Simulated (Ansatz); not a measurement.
**GeH₄O: density, localisation and related maps**

Input file:

```
crystal:
  periodic: [false, false, false]
  atoms:
    - { symbol: Ge, position_ang: [0.0, 0.0, 0.0] }
    - { symbol: H, position_ang: [0.0, 0.0, 1.55] }
    - { symbol: H, position_ang: [1.4616, 0.0, -0.5162] }
    - { symbol: O, position_ang: [-0.8337, 1.4443, -0.5894] }
    - { symbol: H, position_ang: [-1.7915, 1.2136, -0.8118] }
    - { symbol: H, position_ang: [-0.73, -1.2648, -0.5162] }
basis:
  gaussian: { orbitals: def2-SVP }
hamiltonian:
  xc: pbe0
  dispersion: d4
relax:
  f_tol: 0.02
  max_steps: 40
output:
  orbitals: {}
```

Run with:

```sh
ansatz run input.yaml --threads 1 --pin off --max-ram 2048MiB --backend cpu --events-out ev --progress --plain --runs-dir out
```

The fields are those of the run's last geometry, not of the input's.

Theory: RKS PBE0-D4/def2-SVP (Ansatz).

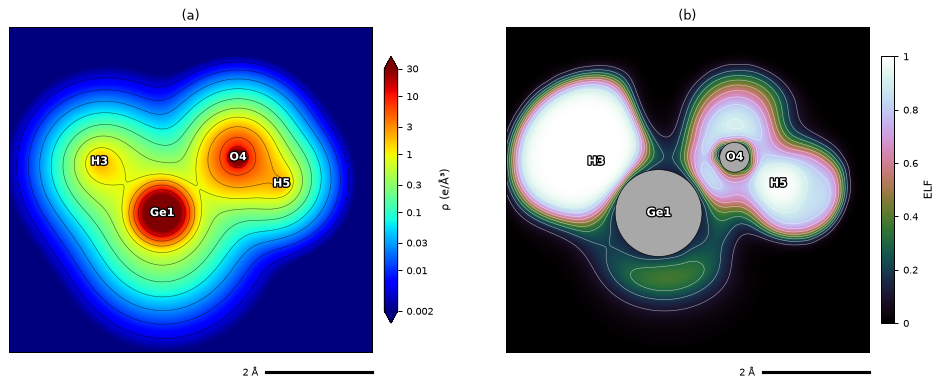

Figure 1. (a) electron density; (b) electron localisation function on the plane of atoms Ge1, O4 and H5. Grey discs cover the atomic cores in the ELF map.

> Describe what can be read from this map.

Atoms in the plane: Ge, H and O. Ge–O (1.78 Å): ρ is about 0.94 e/Å³ halfway; the ELF peaks at about 0.85 in the valence shell of O, 0.6 Å from its nucleus, and is about 0.30 at the midpoint. O–H (0.96 Å): ρ is about 3.7 e/Å³ halfway; the ELF climbs to about 1 towards the hydrogen, as it does in any bond to H (a covalent bond by its length). Ge–H (1.53 Å): the density is about 1.1 e/Å³ at the midpoint; the ELF climbs to about 1 towards the hydrogen. The ELF also peaks beside O4, away from the bonds: lone-pair regions.

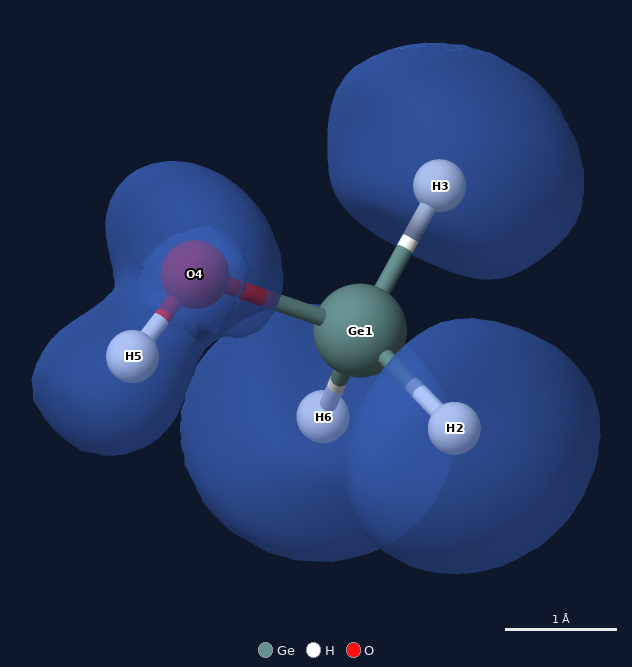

Figure 2. Isosurface of the electron localisation function at 0.75 (blue), seen at a tilt. Only the valence region is drawn (cores and ρ < 0.01 e/Å³ removed).

> What do the ELF domains correspond to?

The ELF exceeds this value in three regions around hydrogen nuclei and one joined region spread over several atoms (H, O), in which their bonds and any lone pairs are merged.

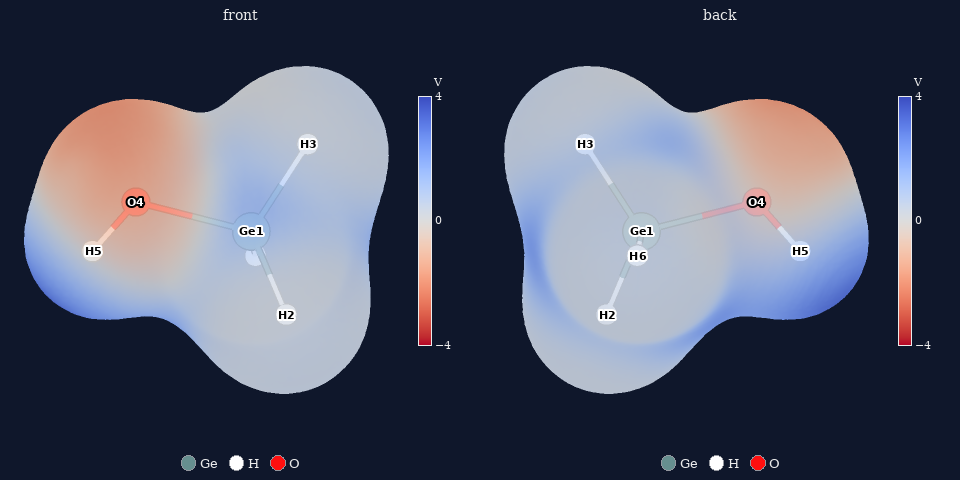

Figure 3. The electrostatic potential painted on the density surface at 0.004 e/bohr³, seen from the front and from behind; the colour scale runs from red (negative) to blue (positive).

> Which sites attract a positive test charge, and which a negative one?

A positive charge is drawn to the negative regions and a negative charge to the positive ones. The most negative region (about −1.9 V, or −44 kcal/mol for a unit charge) lies over O4, the most positive (about +3.1 V, or +71 kcal/mol for a unit charge) over H5. O4 is the likeliest acceptor of a hydrogen bond.
